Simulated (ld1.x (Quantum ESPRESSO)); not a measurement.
**A TM potential for Sn, from input to tests**

Task: generate the file, and judge it by its errors in other configurations, its logarithmic derivatives, its ghosts and its cutoff.

Program: ld1.x (Quantum ESPRESSO) 7.5. Reference atom: PBE, scalar-relativistic, spherical and spin-unpolarised. All values are calculated.

### Step 1. The atom and the settings

The settings as typed:

```json
{
  "element": "tin (Sn, Z = 50)",
  "type": "norm-conserving Troullier–Martins (Kleinman–Bylander form)",
  "frozen core": "[Ar] 3d10",
  "valence charge": "22",
  "reference configuration": "4s2 4p6 4d10 5s2 5p2",
  "partial waves": "4s (bound): rc 1.25 bohr; 4p (bound): rc 1.10 bohr; 4d (bound): rc 1.10 bohr; 4f channel at 0.5 Ry: rc 1.25 bohr",
  "occupied shells without a wave": "5p, 5s",
  "local potential": "all-electron potential smoothed inside 1.10 bohr (lloc = -1)",
  "core correction": "not asked for"
}
```

The nodes and maxima of the atom's own shells, from an earlier all-electron run, set the scale for the radii.

All-electron outer shells of the reference configuration (PBE, scalar-relativistic, ld1.x):

```
shell  level (eV)  outermost node (bohr)  outermost maximum (bohr)
   3p     -698.81                   0.14                      0.30
   3d     -473.43                      –                      0.25
   4s     -133.93                   0.40                      0.74
   4p      -89.70                   0.41                      0.79
   4d      -25.84                   0.39                      0.88
   5s      -10.55                   0.98                      2.01
   5p       -3.69                   1.09                      2.55
```

### Step 2. Generating the potential

Contents of Sn.in:

```
 &input
   title='Sn', zed=50., rel=1, dft='PBE', iswitch=3,
   config='[Kr] 4d10 4f-2 5s2 5p2',
   nld=4, rlderiv=1.35, eminld=-12.0, emaxld=5.0, deld=0.04
 /
 &inputp
   pseudotype=2, tm=.true., lloc=-1, rcloc=1.10,
   nlcc=.false.,
   file_pseudopw='Sn.UPF', file_wfcaegen='ae.wfc', file_wfcncgen='nc.wfc', file_beta='beta', file_chi='chi'
 /
4
4S  1  0   2.00   0.00  1.25  1.25  0.0
4P  2  1   6.00   0.00  1.10  1.10  0.0
4D  3  2  10.00   0.00  1.10  1.10  0.0
4F  4  3  -2.00   0.50  1.25  1.25  0.0
 &test
   configts(1)='4s2 4p6 4d10 5s2 5p2'
 /
```

Run with:

```sh
ld1.x < Sn.in > Sn.out
```

What the program wrote to Sn.out (without the banner and most projector matrices):

```text
     Program LD1 v.7.5
     --------------------------- All-electron run ----------------------------

     Sn
     scalar relativistic calculation

     atomic number is 50.00
     dft =PBE   lsd =0 sic =0 latt =0  beta=0.20 tr2=1.0E-14
     Exchange-correlation= PBE
                           (   1   4   3   4   0   0   0)
     mesh =1243 r(mesh) = 100.78374 a.u. xmin = -7.00 dx = 0.01250
     1 Ry =  13.60569312 eV, c = 137.03599908

     n l     nl                  e(Ry)          e(Ha)          e(eV)
     1 0     1S 1( 2.00)     -2132.5094     -1066.2547    -29014.2686
     2 0     2S 1( 2.00)      -321.9321      -160.9660     -4380.1088
     2 1     2P 1( 6.00)      -288.9932      -144.4966     -3931.9523
     3 0     3S 1( 2.00)       -62.1247       -31.0624      -845.2497
     3 1     3P 1( 6.00)       -51.3616       -25.6808      -698.8107
     4 0     4S 1( 2.00)        -9.8437        -4.9218      -133.9301
     4 1     4P 1( 6.00)        -6.5928        -3.2964       -89.7001
     3 2     3D 1(10.00)       -34.7961       -17.3980      -473.4246
     4 2     4D 1(10.00)        -1.8991        -0.9496       -25.8391
     5 0     5S 1( 2.00)        -0.7753        -0.3877       -10.5488
     5 1     5P 1( 2.00)        -0.2715        -0.1358        -3.6941

     final scf error:  8.2E-15 reached in  31 iterations

     Etot =  -12354.410875 Ry,   -6177.205437 Ha, -168090.323077 eV

     Ekin =   12899.149735 Ry,    6449.574868 Ha,  175501.872843 eV
     Encl =  -29875.374000 Ry,  -14937.687000 Ha, -406475.170578 eV
     Eh   =    4951.344976 Ry,    2475.672488 Ha,   67366.480290 eV
     Exc  =    -329.531586 Ry,    -164.765793 Ha,   -4483.505633 eV

     normalization and overlap integrals

     s(1S/1S) =  1.000000  <r> =   0.0291  <r2> =    0.0011  r(max) =   0.0188
     s(2S/2S) =  1.000000  <r> =   0.1255  <r2> =    0.0186  r(max) =   0.1054
     s(2P/2P) =  1.000000  <r> =   0.1096  <r2> =    0.0147  r(max) =   0.0853
     s(3S/3S) =  1.000000  <r> =   0.3393  <r2> =    0.1317  r(max) =   0.3090
     s(3P/3P) =  1.000000  <r> =   0.3377  <r2> =    0.1323  r(max) =   0.3013
     s(4S/4S) =  1.000000  <r> =   0.8186  <r2> =    0.7582  r(max) =   0.7412
     s(4P/4P) =  1.000000  <r> =   0.8859  <r2> =    0.8969  r(max) =   0.7890
     s(3D/3D) =  1.000000  <r> =   0.3146  <r2> =    0.1175  r(max) =   0.2498
     s(4D/4D) =  1.000000  <r> =   1.0991  <r2> =    1.4383  r(max) =   0.8829
     s(5S/5S) =  1.000000  <r> =   2.3966  <r2> =    6.5684  r(max) =   2.0147
     s(5P/5P) =  1.000000  <r> =   3.2510  <r2> =   12.4120  r(max) =   2.5548

     ------------------------ End of All-electron run ------------------------

     --------------------- Generating NC pseudopotential ---------------------

      Generating local potential from pseudized AE potential:
      Matching radius rcloc =   1.1000

      Local pseudo, rcloc= 1.092 Estimated cut-off energy=    20.99 Ry

      Wfc   4S  rcut= 1.237  Using Troullier-Martins method

      Wfc   4P  rcut= 1.092  Using Troullier-Martins method

      Wfc   4D  rcut= 1.092  Using Troullier-Martins method

      Wfc   4F  rcut= 1.237  Using Troullier-Martins method

     ------------------- End of pseudopotential generation -------------------

     [... the all-electron block is printed once more ...]


     Computing logarithmic derivative in   1.34211
     Computing logarithmic derivative in   1.34211
     Computing the partial wave expansion
     R is outside the sphere for l=    0 j= 0.00
     R is outside the sphere for l=    1 j= 0.00
     R is outside the sphere for l=    2 j= 0.00
     R is outside the sphere for l=    3 j= 0.00

     ---------------------- Testing the pseudopotential ----------------------

     Sn
     scalar relativistic calculation

     atomic number is 50.00   valence charge is 22.00
     dft =PBE   lsd =0 sic =0 latt =0  beta=0.20 tr2=1.0E-14
     mesh =1243 r(mesh) = 100.78374 xmin = -7.00 dx = 0.01250

     n l     nl             e AE (Ry)        e PS (Ry)    De AE-PS (Ry)
     1 0     4S   1( 2.00)       -9.84368       -9.84368       -0.00000
     2 1     4P   1( 6.00)       -6.59284       -6.59292        0.00008
     3 2     4D   1(10.00)       -1.89914       -1.89916        0.00002
     2 0     5S   1( 2.00)       -0.77532       -0.95090        0.17558  !
     3 1     5P   1( 2.00)       -0.27151       -0.27646        0.00495

     eps = 2.9E-15  iter = 16

     Etot =  -12354.410875 Ry,   -6177.205437 Ha, -168090.323077 eV
     Etotps =  -434.907512 Ry,    -217.453756 Ha,   -5917.218141 eV

     Ekin =     157.742032 Ry,      78.871016 Ha,    2146.189684 eV
     Encl =    -963.170200 Ry,    -481.585100 Ha,  -13104.598169 eV
     Ehrt =     365.126221 Ry,     182.563111 Ha,    4967.795315 eV
     Ecxc =     -35.822139 Ry,     -17.911069 Ha,    -487.385030 eV
     Epseu=      41.216574 Ry,      20.608287 Ha,     560.780059 eV

     ---------------------- End of pseudopotential test ----------------------
```

Wall time 1.4 s (1 thread, shared host). (Generation and the later configuration tests together.)

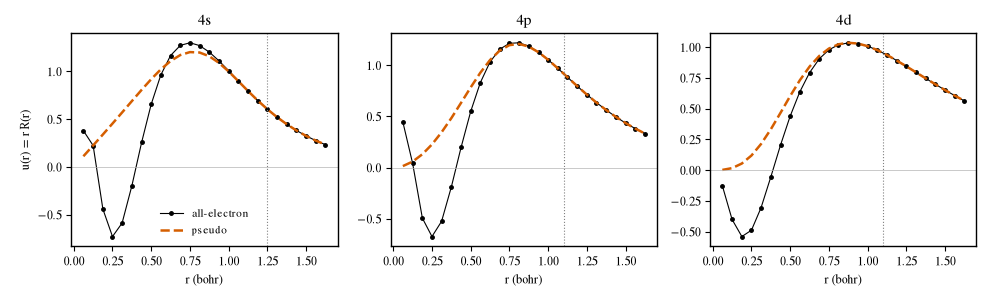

All-electron and pseudo partial waves (4s, 4p, 4d), with the matching radii dotted. The curves join 26 sampled radii, too few to resolve the innermost nodes.

### Step 3. Testing the new file in other configurations

Contents of Sn.test.in:

```
 &input
   title='Sn', zed=50., rel=1, dft='PBE', iswitch=2,
   config='[Kr] 4d10 4f-2 5s2 5p2'
 /
 &test
   file_pseudo='Sn.UPF', nconf=8,
   configts(1)='4s2 4p6 4d10 5s2 5p2',
   configts(2)='4s2 4p6 4d10 5s2 5p1',
   configts(3)='4s2 4p6 4d10 5s2 5p0',
   configts(4)='4s2 4p6 4d10 5s1 5p0',
   configts(5)='4s2 4p6 4d10 5s2 5p1.5',
   configts(6)='4s2 4p6 4d9 5s2 5p3',
   configts(7)='4s2 4p5 4d10 5s2 5p2',
   configts(8)='4s2 4p6 4d10 5s1 5p3'
 /
```

Run with:

```sh
ld1.x < Sn.test.in > Sn.test.out
```

Sn.test.out, the pseudopotential blocks, each with the warnings that came before it:

```text
     ---------------------- Testing the pseudopotential ----------------------

     Sn
     scalar relativistic calculation

     atomic number is 50.00   valence charge is 22.00
     dft =PBE   lsd =0 sic =0 latt =0  beta=0.20 tr2=1.0E-14
     mesh =1243 r(mesh) = 100.78374 xmin = -7.00 dx = 0.01250

     n l     nl             e AE (Ry)        e PS (Ry)    De AE-PS (Ry)
     1 0     4S   1( 2.00)       -9.84368       -9.84368       -0.00000
     2 1     4P   1( 6.00)       -6.59284       -6.59292        0.00008
     3 2     4D   1(10.00)       -1.89914       -1.89916        0.00002
     2 0     5S   1( 2.00)       -0.77532       -0.95090        0.17558  !
     3 1     5P   1( 2.00)       -0.27151       -0.27646        0.00495

     eps = 3.9E-15  iter = 16

     Etot =  -12354.410875 Ry,   -6177.205437 Ha, -168090.323077 eV
     Etotps =  -434.907512 Ry,    -217.453756 Ha,   -5917.218146 eV

     Ekin =     157.742032 Ry,      78.871016 Ha,    2146.189680 eV
     Encl =    -963.170200 Ry,    -481.585100 Ha,  -13104.598171 eV
     Ehrt =     365.126221 Ry,     182.563111 Ha,    4967.795316 eV
     Ecxc =     -35.822139 Ry,     -17.911069 Ha,    -487.385030 eV
     Epseu=      41.216574 Ry,      20.608287 Ha,     560.780059 eV

     ---------------------- End of pseudopotential test ----------------------

     ---------------------- Testing the pseudopotential ----------------------

     Sn
     [...]
     n l     nl             e AE (Ry)        e PS (Ry)    De AE-PS (Ry)
     1 0     4S   1( 2.00)      -10.43088      -10.43595        0.00506  !
     2 1     4P   1( 6.00)       -7.18006       -7.18649        0.00642  !
     3 2     4D   1(10.00)       -2.48469       -2.49257        0.00789  !
     2 0     5S   1( 2.00)       -1.30909       -1.50716        0.19807  !
     3 1     5P   1( 1.00)       -0.75374       -0.76426        0.01053  !

     eps = 8.1E-16  iter = 14

     Etot =  -12353.905608 Ry,   -6176.952804 Ha, -168083.448573 eV
     Etotps =  -434.394451 Ry,    -217.197225 Ha,   -5910.237593 eV
     dEtot_ae =       0.505267 Ry
     dEtot_ps =       0.513061 Ry,   Delta E=      -0.007794 Ry

     [...]
     ---------------------- End of pseudopotential test ----------------------

     ---------------------- Testing the pseudopotential ----------------------

     Sn
     [...]
     n l     nl             e AE (Ry)        e PS (Ry)    De AE-PS (Ry)
     1 0     4S   1( 2.00)      -11.12662      -11.13376        0.00713  !
     2 1     4P   1( 6.00)       -7.87557       -7.88577        0.01021  !
     3 2     4D   1(10.00)       -3.17575       -3.18942        0.01367  !
     2 0     5S   1( 2.00)       -1.91763       -2.14405        0.22642  !
     3 1     5P   1( 0.00)       -1.30765       -1.32389        0.01624  !

     eps = 9.5E-15  iter = 18

     Etot =  -12352.880119 Ry,   -6176.440059 Ha, -168069.496083 eV
     Etotps =  -433.355219 Ry,    -216.677609 Ha,   -5896.098118 eV
     dEtot_ae =       1.530756 Ry
     dEtot_ps =       1.552293 Ry,   Delta E=      -0.021538 Ry

     [...]
     ---------------------- End of pseudopotential test ----------------------

     Warning: n=2, l=0 expected 1 nodes, found 2
     ---------------------- Testing the pseudopotential ----------------------

     Sn
     [...]
     n l     nl             e AE (Ry)        e PS (Ry)    De AE-PS (Ry)
     1 0     4S   1( 2.00)      -12.01256      -12.13097        0.11841  !
     2 1     4P   1( 6.00)       -8.76001       -8.87160        0.11159  !
     3 2     4D   1(10.00)       -4.04706       -4.14715        0.10008  !
     2 0     5S   1( 1.00)       -2.64311       -2.96752        0.32441  !
     3 1     5P   1( 0.00)       -1.96962       -2.02342        0.05380  !

     eps = 9.4E-15  iter = 12

     Etot =  -12350.603760 Ry,   -6175.301880 Ha, -168038.524645 eV
     Etotps =  -430.805143 Ry,    -215.402572 Ha,   -5861.402572 eV
     dEtot_ae =       3.807115 Ry
     dEtot_ps =       4.102369 Ry,   Delta E=      -0.295254 Ry

     [...]
     ---------------------- End of pseudopotential test ----------------------

     ---------------------- Testing the pseudopotential ----------------------

     Sn
     [...]
     n l     nl             e AE (Ry)        e PS (Ry)    De AE-PS (Ry)
     1 0     4S   1( 2.00)      -10.12137      -10.12419        0.00282
     2 1     4P   1( 6.00)       -6.87056       -6.87402        0.00347
     3 2     4D   1(10.00)       -2.17631       -2.18039        0.00409
     2 0     5S   1( 2.00)       -1.03071       -1.21665        0.18594  !
     3 1     5P   1( 1.50)       -0.50178       -0.50943        0.00765  !

     eps = 9.9E-15  iter = 14

     Etot =  -12354.218616 Ry,   -6177.109308 Ha, -168087.707269 eV
     Etotps =  -434.712068 Ry,    -217.356034 Ha,   -5914.558994 eV
     dEtot_ae =       0.192258 Ry
     dEtot_ps =       0.195444 Ry,   Delta E=      -0.003186 Ry

     [...]
     ---------------------- End of pseudopotential test ----------------------

     ---------------------- Testing the pseudopotential ----------------------

     Sn
     [...]
     n l     nl             e AE (Ry)        e PS (Ry)    De AE-PS (Ry)
     1 0     4S   1( 2.00)      -10.34993      -10.30778       -0.04215  !
     2 1     4P   1( 6.00)       -7.07836       -7.04275       -0.03561  !
     3 2     4D   1( 9.00)       -2.32176       -2.29543       -0.02633  !
     2 0     5S   1( 2.00)       -0.91758       -1.14185        0.22427  !
     3 1     5P   1( 3.00)       -0.35217       -0.35960        0.00743  !

     eps = 5.3E-16  iter = 16

     Etot =  -12352.612679 Ry,   -6176.306339 Ha, -168065.857372 eV
     Etotps =  -433.127770 Ry,    -216.563885 Ha,   -5893.003516 eV
     dEtot_ae =       1.798196 Ry
     dEtot_ps =       1.779742 Ry,   Delta E=       0.018454 Ry

     [...]
     ---------------------- End of pseudopotential test ----------------------

     ---------------------- Testing the pseudopotential ----------------------

     Sn
     [...]
     n l     nl             e AE (Ry)        e PS (Ry)    De AE-PS (Ry)
     1 0     4S   1( 2.00)      -11.06031      -11.00864       -0.05167  !
     2 1     4P   1( 5.00)       -7.77986       -7.73424       -0.04562  !
     3 2     4D   1(10.00)       -3.00090       -2.96835       -0.03255  !
     2 0     5S   1( 2.00)       -1.48914       -1.74873        0.25959  !
     3 1     5P   1( 2.00)       -0.87330       -0.88299        0.00969  !

     eps = 9.9E-15  iter = 16

     Etot =  -12347.243128 Ry,   -6173.621564 Ha, -167992.800913 eV
     Etotps =  -427.756619 Ry,    -213.878309 Ha,   -5819.925285 eV
     dEtot_ae =       7.167747 Ry
     dEtot_ps =       7.150893 Ry,   Delta E=       0.016854 Ry

     [...]
     ---------------------- End of pseudopotential test ----------------------

     ---------------------- Testing the pseudopotential ----------------------

     Sn
     [...]
     n l     nl             e AE (Ry)        e PS (Ry)    De AE-PS (Ry)
     1 0     4S   1( 2.00)       -9.95746      -10.03911        0.08165  !
     2 1     4P   1( 6.00)       -6.70622       -6.78008        0.07386  !
     3 2     4D   1(10.00)       -2.00782       -2.06800        0.06018  !
     2 0     5S   1( 1.00)       -0.83895       -1.05492        0.21597  !
     3 1     5P   1( 3.00)       -0.31727       -0.33575        0.01848  !

     eps = 4.1E-15  iter = 19

     Etot =  -12353.897991 Ry,   -6176.948995 Ha, -168083.344936 eV
     Etotps =  -434.210292 Ry,    -217.105146 Ha,   -5907.731985 eV
     dEtot_ae =       0.512884 Ry
     dEtot_ps =       0.697220 Ry,   Delta E=      -0.184336 Ry

     [...]
     ---------------------- End of pseudopotential test ----------------------
```

Excitation and ionisation energies from 4s2 4p6 4d10 5s2 5p2, with the error of the potential. A star marks tests that logged a warning.

```csv
valence configuration,charge,ΔE all-electron (eV),error AE − PS (meV)
4s2 4p6 4d10 5s2 5p1,+1,6.875,-106
4s2 4p6 4d10 5s2 5p0,+2,20.827,-293
4s2 4p6 4d10 5s1 5p0 *,+3,51.798,-4017
4s2 4p6 4d10 5s2 5p1.5,+0.5,2.616,-43
4s2 4p6 4d9 5s2 5p3,0,24.466,+251
4s2 4p5 4d10 5s2 5p2,+1,97.522,+229
4s2 4p6 4d10 5s1 5p3,0,6.978,-2508
```

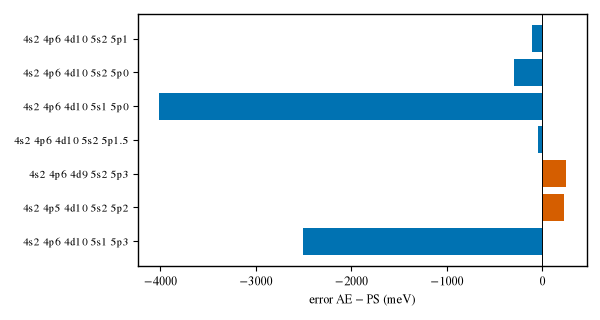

Error of the potential in each test configuration.

### Step 4. Logarithmic derivatives

Taken from the files of the generation run. The phase is arctan(r·u′/u) with u = r·R, unwrapped, with energies in Ry. A pole is an energy at which the radial function vanishes at the test radius. The pseudo phase is shifted by a multiple of π to meet the all-electron one at the reference energy. Levels narrower than the energy grid can be missing from the poles. The last column is the largest difference on the grid between −1 and +1 Ry.

| channel | radius (bohr) | reference (Ry) | poles AE | poles PS | window around the reference with phases within 0.05 rad (Ry) | largest difference near zero (rad) |
| --- | --- | --- | --- | --- | --- | --- |
| s | 1.34 | -9.84 | -8.43 | -8.45, 3.78 | below -2.4 | 0.881 |
| p | 1.34 | -6.59 | -4.59 | -4.61 | below 4.3 | 0.010 |
| d | 1.34 | -1.90 | 1.35 | 1.33 | the whole range | 0.001 |
| f | 1.34 | 0.50 | none | none | the whole range | 0.000 |

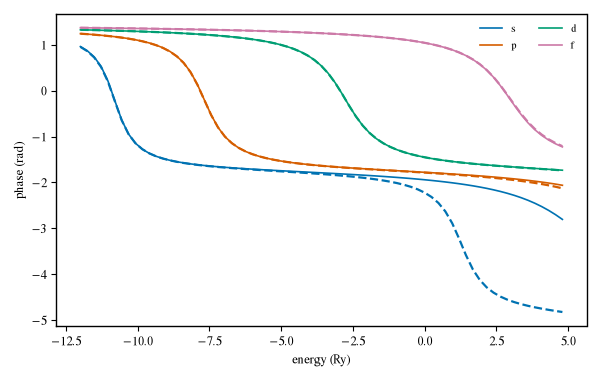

Phases by channel: all-electron solid, pseudo dashed.

### Step 5. Cutoff and ghost test in a Bessel basis

This step uses the generator's waves and projectors in a separate script. Basis: spherical Bessel functions vanishing at 20 bohr, q² up to the cutoff; potential fixed at the reference.

All-electron valence levels (Ry): 4s -9.8437, 5s -0.7753, 4p -6.5928, 5p -0.2715, 4d -1.8991. The lowest levels of each channel (Ry) by cutoff; the last column sums, over occupied levels, occupation times the distance from the level at 400 Ry. A positive value at high cutoff is not a bound level.

```csv
cutoff (Ry),s #1,s #2,p #1,p #2,d #1,f #1,Σ f·Δε (mRy)
8,-8.9573,-0.6063,-3.2273,-0.0809,-0.0292,0.1045,41746.1
21,-9.6158,-0.8760,-6.0903,-0.2259,-0.7909,0.1045,14805.4
45,-9.7968,-0.8913,-6.5324,-0.2748,-1.6906,0.1045,2665.3
80,-9.8329,-0.9201,-6.5810,-0.2759,-1.8916,0.1045,231.4
140,-9.8433,-0.9508,-6.5913,-0.2763,-1.8990,0.1045,12.3
160,-9.8433,-0.9509,-6.5922,-0.2764,-1.8991,0.1045,5.9
200,-9.8436,-0.9509,-6.5928,-0.2764,-1.8991,0.1045,0.7
260,-9.8437,-0.9509,-6.5929,-0.2765,-1.8991,0.1045,0.3
400,-9.8437,-0.9509,-6.5929,-0.2765,-1.8992,0.1045,0.0
```

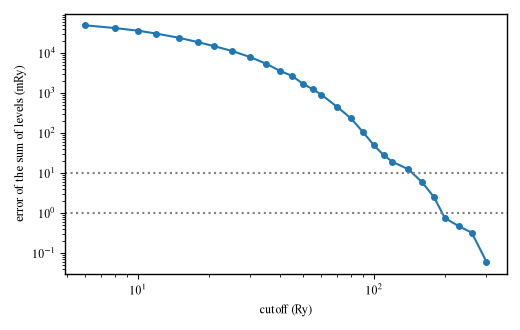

Occupation-weighted error of the valence levels against the cutoff; the dotted lines mark 10 and 1 mRy.

The sum stays within 10 mRy from 160 Ry and within 1 mRy from 200 Ry. The sum leaves out empty levels, which can need more. Ghost test: no level below the all-electron spectrum of its channel (s, p, d, f tested).

### Step 6. What came out

```
                                                quantity                                                             value
               cutoffs for 10 and 1 mRy, occupied levels                                                 160 Ry and 200 Ry
                                            bound ghosts                                                        none found
                       largest miss of a reference level                                                     2389 meV (5s)
                            largest test error (AE − PS)  -4017 meV, for 4s2 4p6 4d10 5s1 5p0 (this test logged a warning)
largest phase difference near zero energy, channels read                                                         0.881 rad
```

**Reading.** Already in the reference configuration the 5s level is off by 2389 meV; it has no partial wave or projector of its own. The worst unpolarised test, 4s2 4p6 4d10 5s1 5p0, is off by 4017 meV on 51.8 eV; by total energies transferability rates as poor. That test lies far up in energy; among those under 40 eV, nearer to bonding, the largest error is 2508 meV. By its cutoff, 160 Ry for the looser tolerance, it is very hard. It is free of bound ghosts as far as tested. Near zero energy the largest phase difference among the channels read is 0.88 rad, in the s channel. These are tests on the free atom; a crystal test is still owed.
